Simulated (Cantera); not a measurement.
Input: 1 mol Si, 1.2 mol Br2, equilibrated at 0.900 Torr.

Method: chemical equilibrium by Gibbs-energy minimisation in Cantera with the NASA 1993 tables (ideal gas, pure condensed phases). Candidate condensed phases: Br2, Si; 9 gas species. The tables' values for SiBr3 are old estimates; treat these amounts as uncertain. Kinetics and transport are ignored.

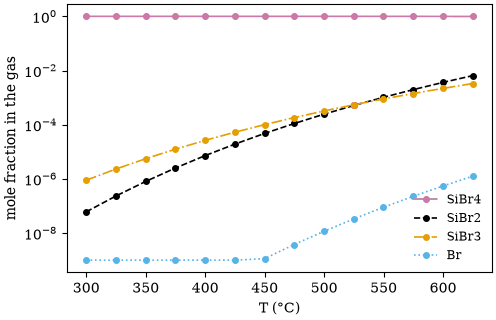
Figure. Equilibrium gas composition (values under 1e-9 drawn at 1e-9)

From 300 °C to 625 °C the condensed part is Si(s). The main Si-bearing gas is SiBr4 throughout.
